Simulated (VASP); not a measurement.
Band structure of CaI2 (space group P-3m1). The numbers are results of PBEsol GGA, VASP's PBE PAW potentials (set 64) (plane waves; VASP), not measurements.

Unless said otherwise, spin-orbit coupling is left out, though it shifts the bands of the heavy elements here.

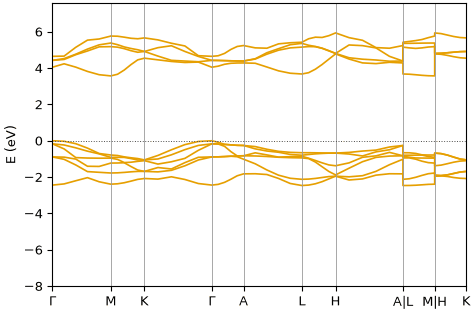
Figure. Bands along high-symmetry lines, zero at the valence-band maximum or, without a gap, the Fermi level

Q: Read the plot: is there a gap, and where are the band edges?

A: The gap is indirect, 3.57 eV, from the valence maximum at Γ to the conduction minimum at M.

The structure comes from a computed database's CaI2 entry (P-3m1); how it stands against other phases isn't given here. The cell was not relaxed at this level.
